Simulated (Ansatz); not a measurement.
## Sn(100)/C(100) interface (94 atoms): support functions against a reference

Aim: test how closely localised support functions follow the reference on Sn(100)/C(100) interface (94 atoms), and at what cost. A setting counts as converged where the r.m.s. difference of forces stays under 1 % of the r.m.s. force.

Program: Ansatz 0.2.0. Level of theory: Kohn-Sham DFT, PBE, PAW (set soft_2), plane waves. Results are calculated unless marked as measured.

**1. The starting structure**

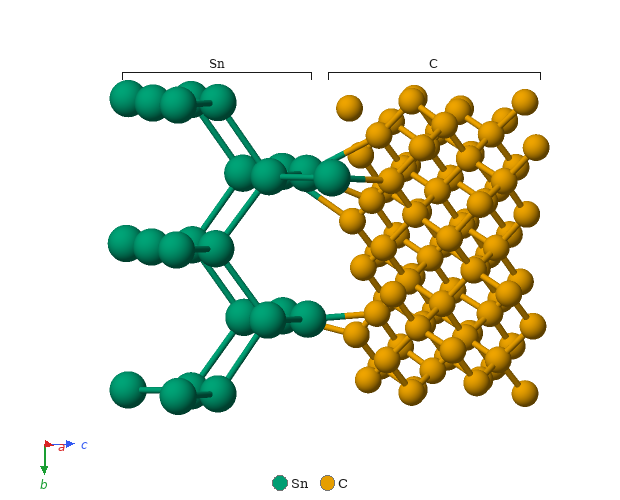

Start, viewed from the side, with the c axis across the page; tin teal, carbon orange. Bonds to atoms that aren't drawn are left out. Some periodic images of atoms are drawn too.

The cell holds 94 atoms: 16 Sn and 78 C. Its edges and angles: a = 9.094 Å, b = 9.094 Å, c = 23.441 Å, α = 90.0°, β = 90.0°, γ = 90.0°. It derives from Sn and C. Diamond-structure Sn(100), 2 repeat layers, 4 surface cells, strained -0.90 and -0.90 %; diamond-structure C(100), 3 layers, 13 cells, -0.00 and -0.00 %; outer planes 2.08 Å apart, 12 Å of vacuum above; not relaxed, displaced by a Gaussian of 0.02 Å. Regions: Sn, 16 atoms (16 Sn); C, 78 atoms (78 C). Vacuum lies along c.

Limits known from the start: The host structure and its lattice constant were typed by rule, without a check against the phase diagram. Beside vacuum, support functions can miss their usual error bounds without a warning.

**2. Plane-wave single point**

This run is the reference for what follows, at a cutoff of 420 eV.

Input file input.yaml:

```yaml
crystal:
  lattice:
    - [9.0941, 0.0, 0.0]
    - [0.0, 9.0941, 0.0]
    - [0.0, 0.0, 23.44054]
  atoms:
    - { symbol: Sn, position: [0.00298, 0.00047, 0.25692] }
    - { symbol: Sn, position: [0.25426, 0.99878, 0.32499] }
    - { symbol: Sn, position: [0.25314, 0.25222, 0.39491] }
    - { symbol: Sn, position: [0.00302, 0.25236, 0.46484] }
    - { symbol: Sn, position: [0.99915, 0.49787, 0.25465] }
    - { symbol: Sn, position: [0.25506, 0.4973, 0.32656] }
    - { symbol: Sn, position: [0.25471, 0.74716, 0.39624] }
    - { symbol: Sn, position: [0.00591, 0.74795, 0.46575] }
    - { symbol: Sn, position: [0.50382, 0.00446, 0.25657] }
    - { symbol: Sn, position: [0.75138, 0.99819, 0.32752] }
    - { symbol: Sn, position: [0.75347, 0.25308, 0.39662] }
    - { symbol: Sn, position: [0.50289, 0.24798, 0.46435] }
    - { symbol: Sn, position: [0.50122, 0.49875, 0.25479] }
    - { symbol: Sn, position: [0.75349, 0.49989, 0.32445] }
    - { symbol: Sn, position: [0.74977, 0.74567, 0.39486] }
    - { symbol: Sn, position: [0.50469, 0.74841, 0.46585] }
    - { symbol: C, position: [0.79138, 0.88297, 0.55361] }
    - { symbol: C, position: [0.48198, 0.8453, 0.59276] }
    - { symbol: C, position: [0.59379, 0.92497, 0.62875] }
    - { symbol: C, position: [0.67462, 0.80969, 0.66727] }
    - { symbol: C, position: [0.55793, 0.73084, 0.70828] }
    - { symbol: C, position: [0.71162, 0.00234, 0.74533] }
    - { symbol: C, position: [0.56263, 0.72886, 0.55533] }
    - { symbol: C, position: [0.24746, 0.68707, 0.58942] }
    - { symbol: C, position: [0.36453, 0.7704, 0.63067] }
    - { symbol: C, position: [0.44364, 0.65358, 0.66603] }
    - { symbol: C, position: [0.32613, 0.58099, 0.70702] }
    - { symbol: C, position: [0.48243, 0.84407, 0.74345] }
    - { symbol: C, position: [0.86502, 0.26618, 0.55401] }
    - { symbol: C, position: [0.55736, 0.2315, 0.59198] }
    - { symbol: C, position: [0.67024, 0.30646, 0.62983] }
    - { symbol: C, position: [0.74671, 0.19401, 0.66745] }
    - { symbol: C, position: [0.63424, 0.11357, 0.70475] }
    - { symbol: C, position: [0.78514, 0.38524, 0.74272] }
    - { symbol: C, position: [0.63261, 0.1157, 0.55335] }
    - { symbol: C, position: [0.32789, 0.07574, 0.59096] }
    - { symbol: C, position: [0.44295, 0.16041, 0.63078] }
    - { symbol: C, position: [0.52035, 0.0384, 0.66782] }
    - { symbol: C, position: [0.40464, 0.96071, 0.70518] }
    - { symbol: C, position: [0.55988, 0.22881, 0.74342] }
    - { symbol: C, position: [0.40682, 0.96018, 0.55414] }
    - { symbol: C, position: [0.09623, 0.91982, 0.59194] }
    - { symbol: C, position: [0.21396, 0.99828, 0.62929] }
    - { symbol: C, position: [0.28667, 0.88601, 0.66888] }
    - { symbol: C, position: [0.17268, 0.80676, 0.7069] }
    - { symbol: C, position: [0.32483, 0.07436, 0.74422] }
    - { symbol: C, position: [0.17355, 0.81035, 0.55374] }
    - { symbol: C, position: [0.8659, 0.77205, 0.5907] }
    - { symbol: C, position: [0.98112, 0.84677, 0.62971] }
    - { symbol: C, position: [0.05733, 0.73223, 0.66802] }
    - { symbol: C, position: [0.94654, 0.65459, 0.70767] }
    - { symbol: C, position: [0.09702, 0.92425, 0.74447] }
    - { symbol: C, position: [0.94161, 0.65413, 0.55159] }
    - { symbol: C, position: [0.63279, 0.61723, 0.59276] }
    - { symbol: C, position: [0.75102, 0.69156, 0.63091] }
    - { symbol: C, position: [0.82426, 0.57529, 0.66839] }
    - { symbol: C, position: [0.71592, 0.50186, 0.7063] }
    - { symbol: C, position: [0.86641, 0.76757, 0.74564] }
    - { symbol: C, position: [0.71514, 0.4997, 0.55425] }
    - { symbol: C, position: [0.40886, 0.46422, 0.59225] }
    - { symbol: C, position: [0.51951, 0.54068, 0.62995] }
    - { symbol: C, position: [0.59729, 0.42707, 0.66801] }
    - { symbol: C, position: [0.48226, 0.34757, 0.70657] }
    - { symbol: C, position: [0.63558, 0.62039, 0.74427] }
    - { symbol: C, position: [0.47756, 0.34276, 0.55413] }
    - { symbol: C, position: [0.17588, 0.31256, 0.5919] }
    - { symbol: C, position: [0.28588, 0.38624, 0.63032] }
    - { symbol: C, position: [0.36705, 0.26929, 0.66788] }
    - { symbol: C, position: [0.2495, 0.19022, 0.70405] }
    - { symbol: C, position: [0.40289, 0.46285, 0.74512] }
    - { symbol: C, position: [0.25179, 0.19228, 0.55438] }
    - { symbol: C, position: [0.93974, 0.15249, 0.59061] }
    - { symbol: C, position: [0.06069, 0.2315, 0.63073] }
    - { symbol: C, position: [0.13669, 0.11716, 0.66682] }
    - { symbol: C, position: [0.02061, 0.03919, 0.70505] }
    - { symbol: C, position: [0.17381, 0.31061, 0.7449] }
    - { symbol: C, position: [0.01836, 0.03638, 0.55503] }
    - { symbol: C, position: [0.70901, 0.99693, 0.59238] }
    [... 10 atom lines left out ...]
    - { symbol: C, position: [0.09803, 0.42189, 0.55361] }
    - { symbol: C, position: [0.78764, 0.38438, 0.59219] }
    - { symbol: C, position: [0.90558, 0.46446, 0.63022] }
    - { symbol: C, position: [0.98161, 0.34646, 0.66631] }
    - { symbol: C, position: [0.86972, 0.26947, 0.7065] }
    - { symbol: C, position: [0.01996, 0.54209, 0.74276] }
kpoints:
  mp_grid: { grid: [2, 2, 1] }
hamiltonian:
  xc: pbe
scf:
  occupations: { method: fermi_dirac, width: 0.05 }
output:
  forces: true
  populations: true
  dos:
    method: { smearing: { sigma: 0.1 } }
    de: 0.1
    projected:
      site_lists:
        C: [16, 17, 18, 19, 20, 21, 22, 23, 24, 25, 26, 27, 28, 29, 30, 31, 32, 33, 34, 35, 36, 37, 38, 39, 40, 41, 42, 43, 44, 45, 46, 47, 48, 49, 50, 51, 52, 53, 54, 55, 56, 57, 58, 59, 60, 61, 62, 63, 64, 65, 66, 67, 68, 69, 70, 71, 72, 73, 74, 75, 76, 77, 78, 79, 80, 81, 82, 83, 84, 85, 86, 87, 88, 89, 90, 91, 92, 93]
        Sn: [0, 1, 2, 3, 4, 5, 6, 7, 8, 9, 10, 11, 12, 13, 14, 15]
  eigenvalues: true
  write_density: true
  write_potential: true
  volumetric_format: npy
```

On the command line:

```
$ ansatz run input.yaml --threads 4 --pin off --max-ram 8192MiB --backend cpu --events-out ev --progress --plain --runs-dir out
```

Numbers of over 12 decimals in the logs are rounded to 6 here.

The log of the run:

```text
Engine: ansatz 0.2.0, x86_64-unknown-linux-gnu
Pseudopotentials: kind: paw
Pseudopotential: Sn, paw, valence charge 14, recommended cutoff 420 eV (normal), Sn.paw.azcp
Pseudopotential: C, paw, valence charge 4, recommended cutoff 420 eV (normal), C.paw.azcp
[... 5 lines on functional and potentials left out ...]
Crystal: 94 atoms, lattice volume = 1938.595 Å³
Basis set: ecut = 420 eV, 37883 PW (Γ), exchange–correlation on 128×128×320 points (8 copies of the dense FFT grid, shifted against one another)
Bands: 362, of which v1, the nominal top of the filled ones, is band 268 counted from 1 (267 counted from 0)
Symmetry: 1 space group operations
Space group: P1 (ITA 1), of the structure as read, at distance tolerance 1.2e-4 Å
k-points: 4
[... 5 lines on functional and potentials left out ...]
Initial density: superposition of atomic densities (neutral atoms: chi_scale 0, normalization atom), corrected by the library's trained network
Initial wavefunctions: pseudopotential atomic-orbital guess
Functional: x = pbe(κ = 0.804, μ = 0.219515), c = pbe(β = 0.066725)
SCF iter   1: F=—  HF=-115868.055720 eV  |F-HF|=—  |Δ(HF+E_count)|=         —  Δρ=2.12e-2  dr2=1.84e2  ethr=1.77e-3  ⟨swp⟩=7.2  Hψ=7261  notcnv=0  defer=224
preconditioner: auto → LDOS  [metal: Δε(μ)=0.052 eV  Ē_g=16.000 eV  σ=0.050 eV  W_gap=0.24  n_scr=348 (ndim 8)  ℏωp=19.5 eV  f_vac=0.397  D(μ)=20.70/eV (n_scr^D=78)  β→1.0]
SCF iter   2: F=—  HF=-115865.541109 eV  |F-HF|=—  |Δ(HF+E_count)|=    2.51e0  Δρ=1.19e-2  dr2=5.87e1  ethr=1.77e-3  ⟨swp⟩=3.0  Hψ=1876  notcnv=0  defer=292
SCF iter   3: F=—  HF=-115863.722479 eV  |F-HF|=—  |Δ(HF+E_count)|=    1.82e0  Δρ=3.09e-3  dr2=2.45e0  ethr=1.77e-3  ⟨swp⟩=2.5  Hψ=1901  notcnv=0  defer=288
SCF iter   4: F=—  HF=-115863.611809 eV  |F-HF|=—  |Δ(HF+E_count)|=   1.11e-1  Δρ=1.16e-3  dr2=1.35e-1  ethr=4.56e-4  ⟨swp⟩=2.2  Hψ=1456  notcnv=0  defer=289
SCF iter   5: F=—  HF=-115863.600094 eV  |F-HF|=—  |Δ(HF+E_count)|=   1.17e-2  Δρ=5.75e-4  dr2=3.59e-2  ethr=2.52e-5  ⟨swp⟩=2.2  Hψ=1831  notcnv=0  defer=289
SCF iter   6: F=—  HF=-115863.599265 eV  |F-HF|=—  |Δ(HF+E_count)|=   8.29e-4  Δρ=1.75e-4  dr2=4.24e-3  ethr=6.69e-6  ⟨swp⟩=2.0  Hψ=1647  notcnv=0  defer=289
SCF iter   7: F=—  HF=-115863.599297 eV  |F-HF|=—  |Δ(HF+E_count)|=   3.14e-5  Δρ=6.89e-5  dr2=2.75e-4  ethr=7.92e-7  ⟨swp⟩=2.0  Hψ=1805  notcnv=0  defer=289
SCF iter   8: F=—  HF=-115863.599256 eV  |F-HF|=—  |Δ(HF+E_count)|=   4.04e-5  Δρ=2.81e-5  dr2=5.82e-5  ethr=5.13e-8  ⟨swp⟩=2.5  Hψ=2028  notcnv=0  defer=289
SCF iter   9: F=—  HF=-115863.600356 eV  |F-HF|=—  |Δ(HF+E_count)|=   1.10e-3  Δρ=1.04e-5  dr2=1.18e-5  ethr=1.09e-8  ⟨swp⟩=2.5  Hψ=2225  notcnv=0  defer=289
SCF iter  10: F=—  HF=-115863.600356 eV  |F-HF|=—  |Δ(HF+E_count)|=   7.93e-8  Δρ=4.16e-6  dr2=9.18e-7  ethr=2.20e-9  ⟨swp⟩=2.0  Hψ=2045  notcnv=0  defer=289
SCF iter  11: F=—  HF=-115863.600357 eV  |F-HF|=—  |Δ(HF+E_count)|=   5.90e-8  Δρ=1.77e-6  dr2=1.64e-7  ethr=1.71e-10  ⟨swp⟩=2.8  Hψ=2197  notcnv=0  defer=289
SCF iter  12: F=-115863.600357 eV  HF=-115863.600357 eV  |F-HF|=1.98e-8  |Δ(HF+E_count)|=   2.55e-8  Δρ=6.44e-7  dr2=2.99e-8  ethr=1.87e-11  ⟨swp⟩=37.2  Hψ=17347  notcnv=0
SCF 1 converged in 12 iterations: F = -115863.600357 eV  dr2 = 2.99e-8
  greatest PAW one-centre occupation: 0.992 electrons in one spin orbital (limit 2), on the Sn atom at site 3 (counted from 0), in its partial waves of l = 2
WARN: The output density's exchange-correlation potential varies sharply where the density is thin. Do not read a vacuum level from v_tot or v_xc, or from such a field of the output density. On a cell that repeats whose density bears no net charge and no dipole along the vacuum's axis use v_es (v_loc + v_h of the components); [...]
SCF converged after 12 iterations
Free energy (F): -115863.600357 eV
Harris-Foulkes:  -115863.600357 eV  (|F-HF|=1.98e-8)
Internal energy: -115863.339979 eV  (E = F + TS)
E sigma→0 (E₀):  -115863.470168 eV
Entropy (-TS):   -0.260377 eV (-2.770 meV/atom)
Fermi energy:    2.225077 eV
--- Per-component energies (eV) ---
  E_band       = -4995.352597
  E_kinetic    = 9881.874205
  E_local      = -282350.175086  (includes V_loc(G=0)·N_el)
  E_nonlocal   = 1572.378859
  E_hartree    = 139097.241752
  E_xc         = -9819.012024
  E_vxc        = -6116.483849  (∫ρ·V_xc dr)
  E_paw        = -73897.780269  (= ΣΔE_a)
  E_vpaw       = -6177.461640  (= ΣTr[D̂ρ^β])
  E_aug_tail   = 0.000566  (compensation charges beyond the density's cutoff)
  E_ewald      = 99652.132017
  E_smearing   = -0.260377  (= −TS)
  E_closure    = 0.000000  (closes the sum)
  Σ components = -115863.600357   (vs F -115863.600357, Δ=0.00e0)
--- Forces (eV/Å), atoms counted from 1 ---
  atom   1  Sn    -0.18633109     0.06637421    -0.76444776
  atom   2  Sn    -0.06830514    -0.05409229     0.51092070
  atom   3  Sn     0.06702847    -0.48537566     0.07717585
  atom   4  Sn     0.06018317     0.08419897     3.27272597
  atom   5  Sn     0.45563871    -0.07753215    -0.65942330
  atom   6  Sn    -0.28121553     0.28151386    -0.22381281
  atom   7  Sn     0.04521956     0.08403371    -0.18356300
  atom   8  Sn     0.00164776     0.17263799     2.52966581
  atom   9  Sn     0.08441601     0.10264623    -0.82213986
  atom  10  Sn     0.11039630     0.13501596     0.22158045
  atom  11  Sn    -0.03579712    -0.03207247    -0.48281425
  atom  12  Sn     0.09504343    -0.10396027     2.67769525
  atom  13  Sn     0.06960381    -0.04719842    -0.65264524
  atom  14  Sn    -0.15574829    -0.10352814     0.19155275
[...]
atom  93  C     -1.20705577     0.02143896     1.70552382
  atom  94  C      0.60571430    -0.66291228    -1.24503532
  max |Σ_I F_I| component: 1.06e-5 eV/Å
--- Band table (eV) ---
  k-point 0: bands = ["-19.5533", "-19.5150", "-19.5133", "-19.4931", [... 346 levels ...], "9.7208", "9.7476", "9.7791", "9.8286", "9.8370", "9.8888", "9.9601", "10.0196", "10.0675", "10.0992", "10.1184", "10.1898"]
[...]
--- Löwdin populations: 94 sites ---
  site symbol       q [e]
     0     Sn     13.9097
     1     Sn     14.0441
     2     Sn     13.9530
[...]
93      C      3.9974
  spilling = 0.004425 (of n_electrons = 536.000000)
```

Wall time 1.8 min (4 threads of Intel Xeon Platinum 8488C (Sapphire Rapids), shared host); peak memory 5.9 GiB.

The program notes that it cut back its work space to fit the memory limit and the exchange-correlation potential is rough where the density is thin.

Numbers from this run:

- free energy: -115863.6004 eV
- free energy per atom: -1232.5915 eV/atom
- SCF cycles: 12
- r.m.s. force component: 1.164 eV/Å
- longest force: 4.134 eV/Å
- Fermi energy: 2.225 eV
- levels partly filled by over 2 per cent: 20
- spilling of the projection: 0.004425

The r.m.s. force component of 1.2 eV/Å sets the scale for the differences below.

**3. Support functions medium**

With localised support functions most steps grow linearly with size, though the diagonalisation grows faster unless the density matrix is cut; this run measures error and cost at this size.

This step: Kohn-Sham DFT, PBE, PAW (set soft_2), localised support functions (medium) (Ansatz 0.2.0).

input.yaml, the sections that differ from step 2:

```yaml
scf:
  occupations: { method: fermi_dirac, width: 0.05 }
  eigensolver: { kind: { support_functions: { accuracy: medium } } }
  mixing: { beta: 0.2 }
  max_iter: 150
output:
  forces: true
# crystal, kpoints, hamiltonian: as in step 2
```

The log of the run:

```text
Warning: scf.eigensolver.kind.support_functions: disabling space-group detection — the functions' gradient is summed over unrotated k-points, so no spatial operation reduces the k-mesh or symmetrises the density; time reversal is kept, so that k and −k are solved as one point where they differ and the mesh holds both, and exact exchange and, on two spinor components, a DFT+U term hold to it where the run has them: [...]
settings of this run that can trade accuracy for cost: scf.eigensolver.kind.support_functions [...]
[...]
Crystal: 94 atoms, lattice volume = 1938.595 Å³
Basis set: ecut = 420 eV, 37883 PW (Γ), exchange–correlation on 128×128×320 points (8 copies of the dense FFT grid, shifted against one another)
Bands: 322, of which v1, the nominal top of the filled ones, is band 268 counted from 1 (267 counted from 0)
Symmetry: 1 space group operations
k-points: 4
[...]
SCF iter   1: F=—  HF=-115870.904125 eV  |F-HF|=—  |Δ(HF+E_count)|=         —  Δρ=8.09e-2  dr2=1.30e3  ethr=1.00e-1
[...]
SCF iter  16: F=—  HF=-115863.897607 eV  |F-HF|=—  |Δ(HF+E_count)|=   7.04e-4  Δρ=1.82e-5  dr2=7.68e-6  ethr=6.71e-9  κ⁻¹=1.0e-6(r=7)
SCF iter  17: F=-115863.898215 eV  HF=-115863.898214 eV  |F-HF|=3.23e-7  |Δ(HF+E_count)|=   6.08e-4  Δρ=7.02e-6  dr2=1.54e-6  ethr=1.43e-9
SCF 1 converged in 17 iterations: F = -115863.911875 eV  dr2 = 1.54e-6
[...]
SCF converged after 17 iterations
Stability not checked: this state was not tested for a lower state beside it, because the mixer in use, unlike msr1, does not test its closes by its own steps (another_mixer; see scf.mixing.algorithm and scf.lower_state_search)
Free energy (F): -115863.911875 eV
[...]
Internal energy: -115863.651682 eV  (E = F + TS)
E sigma→0 (E₀):  -115863.781778 eV
Entropy (-TS):   -0.260193 eV (-2.768 meV/atom)
Fermi energy:    2.225019 eV
[...]
Σ components = -115863.911875   (vs F -115863.911875, Δ=0.00e0)
--- Forces (eV/Å), atoms counted from 1 ---
  atom   1  Sn    -0.18623370     0.06646792    -0.76325804
  atom   2  Sn    -0.06813861    -0.05401103     0.51050723
  atom   3  Sn     0.06708698    -0.48525134     0.07671622
  atom   4  Sn     0.05986635     0.08369385     3.27304081
[...]
atom  94  C      0.60590550    -0.66254353    -1.24456425
  max |Σ_I F_I| component: 4.41e-3 eV/Å
--- Band table (eV) ---
[...]
guard bands above this table: 44 of the run's 322 bands (output.publish_guard_bands: true publishes all)
[...]
```

It took 2.3 min on 4 threads; peak memory 3.7 GiB; 8.8 min of CPU time.

The program notes that the band table was not solved further than the SCF left it and it switched symmetry off.

Keys that differ from the reference: support_functions.accuracy = "medium", scf.max_iter = 150 and scf.mixing.beta = 0.2.

Forces differ from the reference by 0.67 meV/Å r.m.s., 0.057 % of their size, well within a tolerance of 1 %; the energy by -3.3 meV/atom. The two runs also began from different starting densities, which bears on cycles and time.

**4. Support functions low**

The cell is solved in localised support functions.

This step: Kohn-Sham DFT, PBE, PAW (set soft_2), localised support functions (low) (Ansatz 0.2.0).

input.yaml, the sections that differ from step 3:

```yaml
scf:
  occupations: { method: fermi_dirac, width: 0.05 }
  eigensolver: { kind: { support_functions: { accuracy: low } } }
  mixing: { beta: 0.2 }
  max_iter: 150
# crystal, kpoints, hamiltonian, output: as in step 3
```

The log of the run:

```text
[...]
Crystal: 94 atoms, lattice volume = 1938.595 Å³
Basis set: ecut = 420 eV, 37883 PW (Γ), exchange–correlation on 128×128×320 points (8 copies of the dense FFT grid, shifted against one another)
Bands: 322, of which v1, the nominal top of the filled ones, is band 268 counted from 1 (267 counted from 0)
Symmetry: 1 space group operations
k-points: 4
[...]
SCF iter   1: F=—  HF=-115870.860976 eV  |F-HF|=—  |Δ(HF+E_count)|=         —  Δρ=8.09e-2  dr2=1.30e3  ethr=1.00e-1
[...]
SCF iter  15: F=—  HF=-115863.896141 eV  |F-HF|=—  |Δ(HF+E_count)|=   8.48e-4  Δρ=3.42e-5  dr2=3.65e-5  ethr=2.79e-8  κ⁻¹=1.3e-6(r=7)
SCF iter  16: F=-115863.896881 eV  HF=-115863.896878 eV  |F-HF|=2.56e-6  |Δ(HF+E_count)|=   7.37e-4  Δρ=1.82e-5  dr2=7.72e-6  ethr=6.82e-9
SCF 1 converged in 16 iterations: F = -115863.911827 eV  dr2 = 7.72e-6
[...]
SCF converged after 16 iterations
[...]
Free energy (F): -115863.911827 eV
[...]
Internal energy: -115863.651650 eV  (E = F + TS)
E sigma→0 (E₀):  -115863.781739 eV
Entropy (-TS):   -0.260176 eV (-2.768 meV/atom)
Fermi energy:    2.225029 eV
[...]
Σ components = -115863.911827   (vs F -115863.911827, Δ=0.00e0)
--- Forces (eV/Å), atoms counted from 1 ---
  atom   1  Sn    -0.18611977     0.06643852    -0.76330028
  atom   2  Sn    -0.06798974    -0.05397648     0.51033507
  atom   3  Sn     0.06719484    -0.48513350     0.07674171
  atom   4  Sn     0.05998659     0.08379801     3.27317660
[...]
atom  94  C      0.60598751    -0.66245851    -1.24460457
  max |Σ_I F_I| component: 5.12e-3 eV/Å
--- Band table (eV) ---
[...]
```

Wall time 2 min (4 threads); peak memory 3.7 GiB; 7.6 min of CPU time.

Keys that differ from the reference: support_functions.accuracy = "low", scf.max_iter = 150 and scf.mixing.beta = 0.2.

Forces differ from the reference by 0.64 meV/Å r.m.s., 0.055 % of their size, well within a tolerance of 1 %; the energy by -3.3 meV/atom. The two runs also began from different starting densities, which bears on cycles and time.

(Continued in part 2 of 3.)

[Logs are printed without paths, hosts, clocks, repeated set-up lines and the standing remarks that a program may print on its own settings, such as how far it seeks lower states.]

[Hosts, paths, dates, database ids (printed as entryN), source tags and the programs' standing remarks are cut or masked in the printed files.]
